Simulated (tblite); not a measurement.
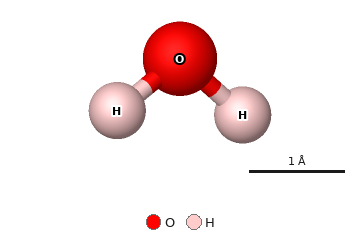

The structure (ball-and-stick view, seen at a tilt). Bond lengths as drawn: H–O 0.96 Å.

## Frequency calculation of H₂O

H₂O, SMILES O, computed with GFN2-xTB harmonic vibrations, gas phase (tblite 0.8.0).

What the program printed:
```
mode    cm-1     km/mol
  1    1539.4    133.26
  2    3643.6      6.77
  3    3651.9     16.45
ZPE 52.844  H(298)-E 62.771  G(298)-E 6.537 kJ/mol  S 188.61 J/(mol K)
```

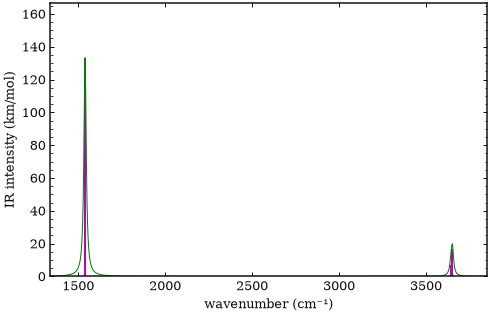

Harmonic infrared spectrum, unscaled: sticks (degenerate modes added up, dark ones marked on the axis) with a Lorentzian envelope of 16 cm⁻¹ full width, scaled to the tallest stick. 3 modes from 1539 to 3652 cm⁻¹, none imaginary. The strongest line is at 1539 cm⁻¹ (133 km/mol). All modes, in cm⁻¹ (km/mol): 1539 (133), 3644 (6.8), 3652 (16.4).

The run was set up as follows.

The input:
```
{"job": {"kind": "ir", "xc": "GFN2-xTB", "basis": "xTB"}, "charge": 0, "multiplicity": 1}
O      0.010365     0.377659    -0.005300
H     -0.765734    -0.185763    -0.022359
H      0.778330    -0.196972     0.002552
```

The first line tells a small driver script what to run in tblite; the rest is the geometry in Å.

Launched with:
```bash
OMP_NUM_THREADS=1 python <driver script> task.json out
```

Summary:

| quantity | value |
| --- | --- |
| outcome | converged |
| total energy | −137.9765 eV |
| zero-point energy | 12.6300 kcal/mol |
| hardware | 1 CPU thread, shared host |
| peak memory | 0.54 GiB |
